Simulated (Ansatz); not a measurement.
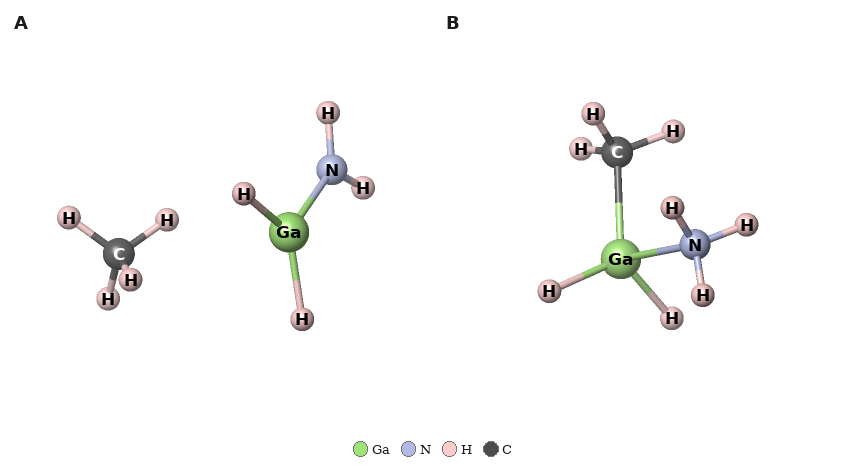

2 stationary structures of one formula. Geometries: PBE0-D4/def2-TZVP. Electronic energies: CCSD(T)/CBS (MP2 limit from def2-TZVPP and def2-QZVPP plus CCSD(T) − MP2) (Ansatz 0.2.0), without zero-point energy. Each is one conformer, not always the lowest.

Which is lowest in energy, and by how much?

B is lowest (a minimum); A lies 0.160 eV above it (a saddle point of order 1).

Give E(B) − E(A) in eV at these levels too: PBE-QIDH (frozen core)/def2-TZVPP; CAM-B3LYP-D4/def2-TZVPP; B97M-V/def2-TZVPP; PBE-D4/STO-3G; PBE0-D4/def2-TZVP; B3LYP-D4/6-31G; ωB97M-V/def2-SVP; SPW92 (LDA)/def2-TZVPP.

```tsv
level	E(B) − E(A) (eV)
PBE-QIDH (frozen core)/def2-TZVPP	−0.239
CAM-B3LYP-D4/def2-TZVPP	−0.120
B97M-V/def2-TZVPP	−0.147
PBE-D4/STO-3G	+0.370
PBE0-D4/def2-TZVP	−0.209
B3LYP-D4/6-31G	−0.103
ωB97M-V/def2-SVP	−0.286
SPW92 (LDA)/def2-TZVPP	−0.333
```
